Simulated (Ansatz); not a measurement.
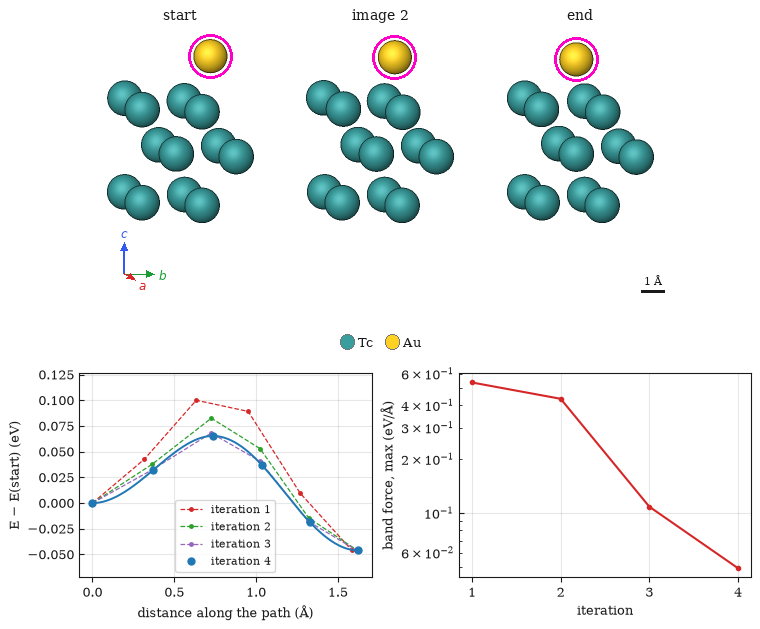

A search for the minimum-energy path of Au on Tc(0001) (13 atoms in the cell) by the nudged elastic band. Images are numbered from 0 (start) to 5 (end). The plot follows the band through its iterations. Style: spheres-only. Shown: the simulation cell, with the vacuum cut short (origin moved), slightly off an axis. The moving atom is ringed, with any periodic copies.

All numbers below come from Ansatz, DFT PBE-D3(BJ), scalar-relativistic, plane waves, PAW. Run with plane-wave cutoff 600 eV; k-point mesh 4 × 4 × 1; Fermi-Dirac smearing 0.05 eV; 4 atoms held fixed; 4 movable images; climbing image from the first iteration; force threshold 0.05 eV/Å; iteration limit 25.

Judge this run.

The run is converged, with reservations. The band converged in 4 iterations. The largest component of the band force went from 0.54 to 0.049 eV/Å. The climbing image converged on the top of the path. Its curvatures weren't checked. The first iteration put the highest image at 0.100 eV. The energy climbs by 0.065 eV to image 2 and then falls by 0.111 eV, so the end point sits at −0.046 eV.

Limits of the set-up: the periodic images lie only 5.5 Å apart, so the values are limited by the cell's size.
